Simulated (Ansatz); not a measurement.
```xyz
10

B    -0.1235   -0.1866    0.1672
H    -0.6609    0.0943    1.2231
H     0.7705    0.5455   -0.1984
H    -0.9420   -0.4299   -0.7243
O     0.5081   -1.6567    0.3636
Si   -0.7400   -2.7105   -0.1865
H    -0.2742   -4.0475    0.3292
H    -2.0615   -2.3807    0.4215
H    -0.7162   -2.6974   -1.6732
H     0.8850   -1.8117    1.2547
```

Theory: Ansatz 0.2.0, RKS LDA/6-31G*.

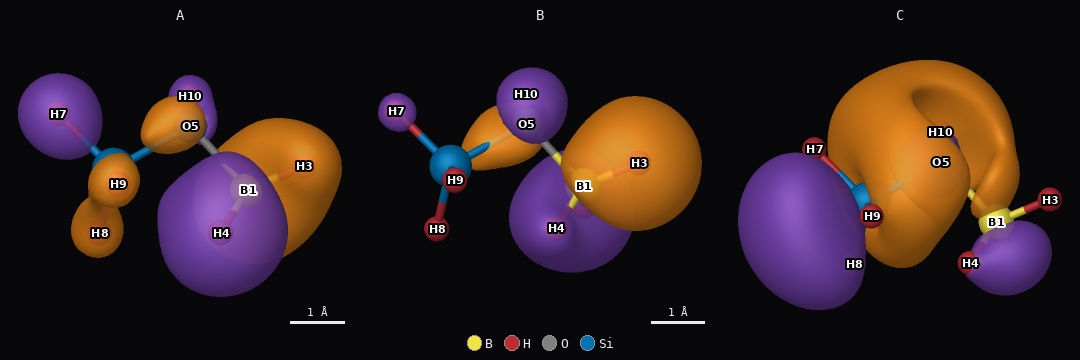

BH₇OSi. Three frontier orbitals at ±0.08 Å⁻³ᐟ² (orange and purple are the two phases), in no order.

**Which picture is the HOMO−1, the HOMO and the LUMO?**

A is the HOMO−1 (−6.75 eV). It lies mainly on B1 (about 35 %), H4 (about 25 %) and H2 (about 15 %). B is the HOMO (−6.37 eV). By Hirshfeld shares it lies mainly on B1 (about 35 %), H3 (about 30 %), H2 (about 20 %) and O5 (about 10 %). C is the LUMO (−1.55 eV). By Hirshfeld shares it lies mainly on Si6 (about 45 %), O5 (about 15 %), H10 (about 15 %) and B1 (about 10 %).

**What is the HOMO–LUMO gap?**

4.82 eV between the orbital energies.
